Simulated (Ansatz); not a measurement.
# One shape, several levels: C4H6O2 (methyl acrylate)

We compute a comparison of 6 runs (HF/STO-3G, HF/3-21G, BHLYP/6-31G*, BLYP/6-31G*, wB97M-V/6-31G*, CCSD(T)/6-31G*) of C4H6O2 (methyl acrylate). 

The calculation is run with Ansatz 0.2.0.

54 further runs of the same task are left out: 54 set aside as unsound or not needed.

**1. The molecule**

C4H6O2: 12 atoms, total charge 0, spin state singlet. SMILES: `C=CC(=O)OC`. One bond was lengthened or shortened from a relaxed shape.

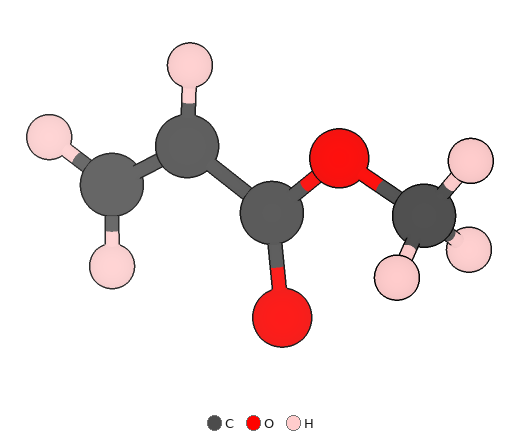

The structure, seen from a chosen angle (carbon dark grey, oxygen red, hydrogen pink).

**2. A single-point energy at HF/STO-3G (run 1)**

molecule.yaml

```yaml
crystal:
  periodic: [false, false, false]
  atoms:
    - {symbol: C, position_ang: [-2.122274, 1.315277, 0.123283]}
    - {symbol: C, position_ang: [-0.831874, 1.210377, 0.407483]}
    - {symbol: C, position_ang: [-0.066174, 0.015277, -0.005817]}
    - {symbol: O, position_ang: [-0.573100, -1.071600, -0.696400]}
    - {symbol: O, position_ang: [1.213726, 0.116077, 0.380783]}
    - {symbol: C, position_ang: [2.039126, -0.988023, 0.029783]}
    - {symbol: H, position_ang: [-2.626374, 0.521177, -0.416517]}
    - {symbol: H, position_ang: [-2.699474, 2.183177, 0.417783]}
    - {symbol: H, position_ang: [-0.289974, 1.979977, 0.944683]}
    - {symbol: H, position_ang: [2.064426, -1.119423, -1.053017]}
    - {symbol: H, position_ang: [3.031026, -0.751523, 0.408383]}
    - {symbol: H, position_ang: [1.665226, -1.906623, 0.484583]}
basis:
  gaussian:
    orbitals: STO-3G
hamiltonian:
  xc: hf
accuracy: high
output:
  orbitals: {seedname: orbitals}
```

Launch:

```sh
$ ansatz run molecule.yaml --threads 1 --pin off --max-ram 3480MiB --events-out events.jsonl --progress --plain --runs-dir runs
```

Output:

```text
Warning: RAYON_NUM_THREADS=1 ignored (pool sized by the plan → 1); use --threads N
Functional definition: HF
  name "HF"
  exchange = exact_x
  correlation = 0
762 factors; integrals over basis functions are off by at most 4.3e-9 eV
mean field evaluation 1: about -8175.6630 eV, gradient 4.2e1 eV
mean field evaluation 2: about -8175.9363 eV, gradient 4.3e1 eV
mean field evaluation 4: about -8182.6000 eV, gradient 4.2e0 eV
mean field evaluation 8: about -8182.6757 eV, gradient 2.3e-1 eV
mean field -8182.67602731 eV, -300.7077975868 hartree, gradient 2.1e-8 eV, S^2 0.000000; 0 other end points of the search recorded, 0 dependent functions left out
reference -8182.67602731 eV, -300.7077975868 hartree; 23, 23 occupied and 13, 13 virtual orbitals, 762 factors
Total energy: -8182.67602731 eV, -300.7077975868 hartree
```

It took 0.32 s on 1 thread of Intel Xeon 6975P-C (Granite Rapids), shared host.

**3. A single-point energy at HF/3-21G (run 2)**

input.yaml

```yaml
crystal:
  periodic: [false, false, false]
  atoms:
    - symbol: C
      position_ang: [-2.122274, 1.315277, 0.123283]
    - symbol: C
      position_ang: [-0.831874, 1.210377, 0.407483]
    - symbol: C
      position_ang: [-0.066174, 0.015277, -0.005817]
    - symbol: O
      position_ang: [-0.573100, -1.071600, -0.696400]
    - symbol: O
      position_ang: [1.213726, 0.116077, 0.380783]
    - symbol: C
      position_ang: [2.039126, -0.988023, 0.029783]
    - symbol: H
      position_ang: [-2.626374, 0.521177, -0.416517]
    - symbol: H
      position_ang: [-2.699474, 2.183177, 0.417783]
    - symbol: H
      position_ang: [-0.289974, 1.979977, 0.944683]
    - symbol: H
      position_ang: [2.064426, -1.119423, -1.053017]
    - symbol: H
      position_ang: [3.031026, -0.751523, 0.408383]
    - symbol: H
      position_ang: [1.665226, -1.906623, 0.484583]
basis:
  gaussian:
    orbitals: 3-21G.json
hamiltonian:
  xc: hf
accuracy: high
output: {orbitals: {seedname: orbitals}}
```

The basis set 3-21G is read from a file made from the Basis Set Exchange's data (not shown).

Launch:

```sh
$ ansatz run input.yaml --threads 1 --pin off --max-ram 3480MiB --events-out events.jsonl --progress --plain --runs-dir runs
```

Output:

```text
Warning: RAYON_NUM_THREADS=1 ignored (pool sized by the plan → 1); use --threads N
[... 4 set-up lines as earlier in the session ...]
1550 factors; integrals over basis functions are off by at most 1.2e-8 eV
mean field evaluation 1: about -8238.5423 eV, gradient 4.4e1 eV
mean field evaluation 2: about -8239.0373 eV, gradient 4.4e1 eV
mean field evaluation 4: about -8243.4422 eV, gradient 4.6e0 eV
mean field evaluation 8: about -8243.5231 eV, gradient 4.3e-1 eV
mean field evaluation 16: about -8243.5244 eV, gradient 2.1e-8 eV
mean field -8243.52435645 eV, -302.9439324379 hartree, gradient 2.4e-8 eV, S^2 0.000000; 0 other end points of the search recorded, 0 dependent functions left out
reference -8243.52435645 eV, -302.9439324379 hartree; 23, 23 occupied and 43, 43 virtual orbitals, 1550 factors
Total energy: -8243.52435645 eV, -302.9439324379 hartree
```

Wall time 0.72 s (1 thread of Intel Xeon 6975P-C (Granite Rapids), shared host); peak memory 0.17 GiB.

Runs 3 to 5 aren't shown in full; the table further down has their settings and results.

**4. A single-point energy at CCSD(T)/6-31G(d) (spherical functions) (run 6)**

in.yaml

```yaml
crystal:
  periodic: [false, false, false]
  atoms:
    - symbol: C
      position_ang: [-2.122274, 1.315277, 0.123283]
    - symbol: C
      position_ang: [-0.831874, 1.210377, 0.407483]
    - symbol: C
      position_ang: [-0.066174, 0.015277, -0.005817]
    - symbol: O
      position_ang: [-0.573100, -1.071600, -0.696400]
    - symbol: O
      position_ang: [1.213726, 0.116077, 0.380783]
    - symbol: C
      position_ang: [2.039126, -0.988023, 0.029783]
    - symbol: H
      position_ang: [-2.626374, 0.521177, -0.416517]
    - symbol: H
      position_ang: [-2.699474, 2.183177, 0.417783]
    - symbol: H
      position_ang: [-0.289974, 1.979977, 0.944683]
    - symbol: H
      position_ang: [2.064426, -1.119423, -1.053017]
    - symbol: H
      position_ang: [3.031026, -0.751523, 0.408383]
    - symbol: H
      position_ang: [1.665226, -1.906623, 0.484583]
basis:
  gaussian:
    orbitals: 6-31G_st_-spherical.json
correlation:
  method: ccsd_t
  frozen_orbitals: {C: 1, H: 0, O: 1}
accuracy: high
scf:
  omitted_lower_state_checks: [cluster_reference, increment]
```

The basis set 6-31G* is read from a file made from the Basis Set Exchange's data (not shown).

Launch:

```sh
$ ansatz run in.yaml --threads 1 --pin off --max-ram 3480MiB --events-out events.jsonl --progress --plain --runs-dir runs
```

Output, cut to the lines that bear on the results:

```text
Warning: RAYON_NUM_THREADS=1 ignored (pool sized by the plan → 1); use --threads N
[... 2 set-up lines as earlier in the session ...]
[...]
2344 factors; integrals over basis functions are off by at most 7.3e-9 eV
[...]
mean field -8289.47094850 eV, -304.6324385522 hartree, gradient 2.5e-8 eV, S^2 0.000000; 0 other end points of the search recorded, 0 dependent functions left out; unrestricted orbitals would lower it
6 core orbitals not correlated: weight in the atoms' cores, before any rotation towards them, 1.000 or more for the frozen orbitals, at most 0.000 for the correlated occupied ones
reference -8289.47094850 eV, -304.6324385522 hartree; 17, 17 occupied and 73, 73 virtual orbitals, 2344 factors
second order -23.49998381 eV of doubles, -0.00000000 eV of singles
cycle   1  -23.50658808 eV  change   -6.6e-3 eV  update   1.6e-1
[...]
cycle  24  -24.53852856 eV  change   -2.2e-9 eV  update   1.3e-9
perturbative correction -0.89857946 eV, -0.0330221859 hartree
Total energy: -8314.90805651 eV, -305.5672350297 hartree
Checks for a lower state left out: cluster_reference, increment
```

It took 30 s on 1 thread of Intel Xeon 6975P-C (Granite Rapids), shared host; peak memory 0.75 GiB.

**5. The series**

```tsv
run	level	frozen core orbitals	energy (Eh)	HOMO energy (eV)	LUMO energy (eV)	HOMO–LUMO gap (eV)	wall time
1	HF/STO-3G	–	-300.707798	-7.51	5.73	13.24	0.32 s
2	HF/3-21G	–	-302.943932	-10.53	2.36	12.89	0.72 s
3	BHLYP/6-31G* (spherical functions)	–	-306.249922	-8.80	-0.39	8.42	6.3 s
4	BLYP/6-31G* (spherical functions)	–	-306.335924	-5.32	-2.15	3.17	4.5 s
5	wB97M-V/6-31G* (spherical functions)	–	-306.311891	-9.75	0.79	10.54	41 s
6	CCSD(T)/6-31G* (spherical functions)	6	-305.567235	–	–	–	30 s
```

**6. Results**

| quantity | value |
| --- | --- |
| run 6: total energy | -305.56724 Eh |
| run 6: correlation energy (6 core orbitals frozen) | -934.8 mEh |
| run 6: (T) correction | -33.02 mEh |
| run 6: T1 diagnostic | 0.021 |

In words: Over runs 1, 2, 3, 4, 5 the HOMO–LUMO gap runs from 3.17 eV (BLYP/6-31G*) to 13.24 eV (HF/STO-3G). The two ends differ in method and basis. Totals of different functionals can't be ranked against each other. In run 6 the log says that unrestricted orbitals would lower the reference, so the values rest on an unstable closed-shell determinant (other closed-shell runs at this shape may share the fault). In run 1 the basis is minimal, so the values are rough. All runs together took 82 s, the longest 41 s.
